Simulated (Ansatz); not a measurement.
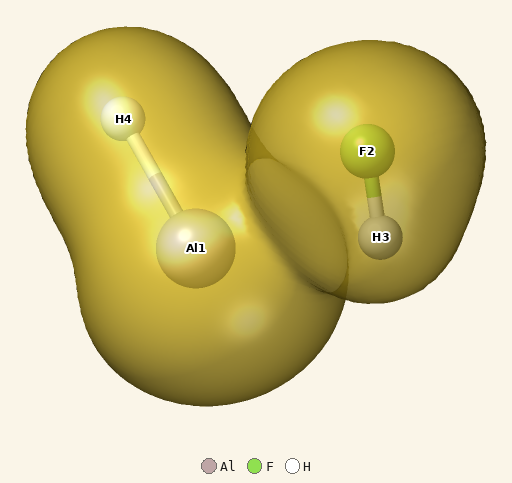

Figure. AlH···HF. Isosurface of the electron density at 0.06 e/Å³ (yellow), seen at an oblique angle.

These are results of Ansatz 0.2.0, RKS B3LYP-D4/def2-TZVP, not measurements.

```xyz
4

Al   -0.0773    0.0000   -0.9312
F     1.3428    0.0000    1.4451
H     1.9567    0.0000    0.7413
H    -1.6100    0.0000   -0.3243
```

Which contacts does the surface bridge?

At this value the surface is in one piece. It bridges the sampled Al···F (2.77 Å), F–H (0.93 Å) and Al–H (1.65 Å) contacts, where the density stays above the isovalue. On the grid the lowest density along these lines, outside the cores, is 0.1 e/Å³ (Al···F, 2.77 Å), 2.3 e/Å³ (F–H, 0.93 Å) and 0.5 e/Å³ (Al–H, 1.65 Å).
